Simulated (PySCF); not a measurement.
# C3H7ClO2Si: a changed input and its effect

System: C3H7ClO2Si, SMILES ClC[SiH]1OCCO1.
Method of the first run: GIAO PBE0/cc-pVDZ NMR shielding, non-relativistic, gas phase (PySCF 2.14.0).

The geometry comes from this level: GFN2-xTB. Text and figures count atoms from 1; the logs count them from 0 in places.

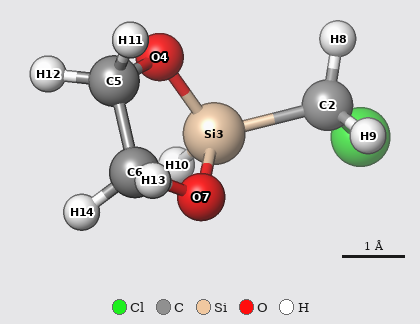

Fig. 1: The structure as given in the input (ball-and-stick view, seen at a tilt; atoms are numbered from 1 in the order of the input).

### Input file, the first run
```
{"job": {"kind": "nmr", "xc": "PBE0", "basis": "cc-pVDZ", "pop": false, "scf": {"aux": "def2-universal-jkfit"}}, "charge": 0, "multiplicity": 1}
Cl     3.500735    -1.259160     0.209582
C      2.293407     0.028533     0.396016
Si     0.608018    -0.611076    -0.200359
O     -0.146290     0.455322    -1.187778
C     -1.452897     0.728844    -0.769257
C     -1.713615    -0.028258     0.555776
O     -0.504167    -0.571723     0.999857
H      2.648957     0.870035    -0.192879
H      2.298327     0.305394     1.447454
H      0.691709    -1.924803    -0.825988
H     -1.549997     1.809963    -0.637317
H     -2.148980     0.401678    -1.545589
H     -2.098478     0.635789     1.332790
H     -2.427406    -0.841011     0.395526
```

The first line tells a small driver script what to run in PySCF; the rest is the geometry in Å.

Launched with:
```bash
OMP_NUM_THREADS=1 python <driver script> task.json out
```

Hardware: 1 CPU thread, shared host.

### Output (the first run)
```
final grid: 117320 points
cycle   1  E = -1018.0244697978  dE =  1.123e+00  |g| = 8.531e-01  |ddm| = 6.740e+00
cycle   2  E = -1017.8581275724  dE =  1.663e-01  |g| = 1.269e+00  |ddm| = 2.821e+00
cycle   3  E = -1018.1614266379  dE = -3.033e-01  |g| = 7.017e-02  |ddm| = 1.639e+00
cycle   4  E = -1018.1624576745  dE = -1.031e-03  |g| = 2.264e-02  |ddm| = 1.725e-01
cycle   5  E = -1018.1625901080  dE = -1.324e-04  |g| = 5.401e-03  |ddm| = 6.192e-02
cycle   6  E = -1018.1625966785  dE = -6.570e-06  |g| = 1.260e-03  |ddm| = 9.741e-03
cycle   7  E = -1018.1625970872  dE = -4.087e-07  |g| = 3.332e-04  |ddm| = 2.811e-03
cycle   8  E = -1018.1625971149  dE = -2.765e-08  |g| = 1.090e-04  |ddm| = 7.656e-04
cycle   9  E = -1018.1625971177  dE = -2.811e-09  |g| = 2.983e-05  |ddm| = 2.148e-04
cycle  10  E = -1018.1625971179  dE = -2.101e-10  |g| = 6.929e-06  |ddm| = 4.991e-05
converged SCF energy = -1018.1625971179

GIAO shielding tensors (ppm)
atom      isotropic    diamagn.    paramagn.     s11        s22        s33       span
  0 Cl     971.634    1144.557    -172.923    889.209    927.003   1098.690    209.480
  1 C      170.956     246.402     -75.446    151.837    161.769    199.261     47.424
  2 Si     405.205     885.781    -480.576    385.257    413.492    416.867     31.610
  3 O      301.559     391.490     -89.932    257.028    289.113    358.535    101.507
  4 C      136.808     244.272    -107.465    104.540    125.811    180.072     75.533
  5 C      136.768     244.223    -107.455    102.935    127.037    180.331     77.397
  6 O      302.176     391.288     -89.112    260.979    287.372    358.177     97.198
  7 H       28.968      29.827      -0.859     23.012     28.815     35.078     12.065
  8 H       28.958      30.021      -1.063     23.210     28.734     34.928     11.718
  9 H       26.771      30.834      -4.063     22.684     25.303     32.325      9.641
 10 H       27.604      29.802      -2.198     22.797     25.792     34.223     11.426
 11 H       27.630      28.948      -1.318     23.335     25.739     33.816     10.481
 12 H       27.534      29.372      -1.838     23.210     25.743     33.651     10.441
 13 H       27.642      29.239      -1.597     22.774     25.831     34.322     11.549
```

The input of the second run differs as follows (lines with − go, lines with + come):
```diff
-"basis": "cc-pVDZ"
-"pop": false
-"scf": {"aux": "def2-universal-jkfit"}
+"basis": "pcSseg-1"
```

Predict how the results change.

The total energy of the second run is 40.7 kcal/mol higher, which measures the change of basis and not a stability. The HOMO goes from −7.85 to −8.03 eV. The LUMO goes from 0.76 to 0.50 eV. The dipole moment goes from 2.59 to 2.93 D. Of all shieldings, the largest change is that of Si3, by −68.7 ppm. The SCF takes 12 iterations against 10. The basis functions go from 141 to 168.

### Output (the second run)
```
coarse grid: 13024 points
cycle   1  E = -1017.9016496164  dE =  1.059e+00  |g| = 8.718e-01  |ddm| = 3.395e+00
cycle   2  E = -1017.7376352339  dE =  1.640e-01  |g| = 1.297e+00  |ddm| = 1.682e+00
cycle   3  E = -1018.0349984707  dE = -2.974e-01  |g| = 7.581e-02  |ddm| = 1.109e+00
cycle   4  E = -1018.0360861583  dE = -1.088e-03  |g| = 2.449e-02  |ddm| = 8.612e-02
cycle   5  E = -1018.0362112836  dE = -1.251e-04  |g| = 5.347e-03  |ddm| = 2.761e-02
cycle   6  E = -1018.0362169164  dE = -5.633e-06  |g| = 1.582e-03  |ddm| = 5.353e-03
final grid: 117320 points
cycle   7  E = -1018.0976894386  dE = -1.988e-05  |g| = 1.288e-02  |ddm| = 1.937e-02
cycle   8  E = -1018.0976577810  dE =  3.166e-05  |g| = 1.832e-02  |ddm| = 1.865e-02
cycle   9  E = -1018.0977207081  dE = -6.293e-05  |g| = 1.252e-03  |ddm| = 1.158e-02
cycle  10  E = -1018.0977209939  dE = -2.858e-07  |g| = 2.532e-04  |ddm| = 1.204e-03
cycle  11  E = -1018.0977210071  dE = -1.318e-08  |g| = 5.158e-05  |ddm| = 2.396e-04
cycle  12  E = -1018.0977210076  dE = -4.920e-10  |g| = 2.124e-05  |ddm| = 6.753e-05
converged SCF energy = -1018.0977210076

GIAO shielding tensors (ppm)
atom      isotropic    diamagn.    paramagn.     s11        s22        s33       span
  0 Cl     957.412    1144.367    -186.955    870.870    904.659   1096.706    225.836
  1 C      157.791     254.133     -96.342    139.802    149.439    184.131     44.328
  2 Si     336.509     880.624    -544.114    318.914    341.282    349.333     30.419
  3 O      294.340     397.818    -103.478    243.690    279.048    360.281    116.591
  4 C      121.761     243.727    -121.966     89.225    109.688    166.368     77.142
  5 C      121.831     243.853    -122.022     87.651    111.137    166.705     79.054
  6 O      295.400     397.515    -102.116    248.392    277.823    359.984    111.592
  7 H       28.789      30.393      -1.604     22.629     28.664     35.074     12.445
  8 H       28.779      30.591      -1.812     22.844     28.577     34.916     12.072
  9 H       26.783      29.268      -2.484     23.048     25.431     31.870      8.822
 10 H       27.447      29.089      -1.642     22.714     25.557     34.071     11.357
 11 H       27.487      28.320      -0.833     23.174     25.535     33.752     10.578
 12 H       27.390      28.674      -1.284     23.093     25.480     33.598     10.505
 13 H       27.507      28.636      -1.128     22.686     25.660     34.176     11.490
```

### The two runs side by side

```tsv
quantity	the first run	the second run
outcome	converged	converged
total energy (hartree)	−1018.162597	−1018.097721
HOMO (eV)	−7.85	−8.03
LUMO (eV)	0.76	0.50
dipole moment (D)	2.59	2.93
shielding of Cl1 (ppm)	971.6	957.4
shielding of C2 (ppm)	171.0	157.8
shielding of Si3 (ppm)	405.2	336.5
shielding of O4 (ppm)	301.6	294.3
shielding of C5 (ppm)	136.8	121.8
shielding of C6 (ppm)	136.8	121.8
shielding of O7 (ppm)	302.2	295.4
SCF iterations	10	12
basis functions	141	168
wall time (shared host)	43 s	66 s
```
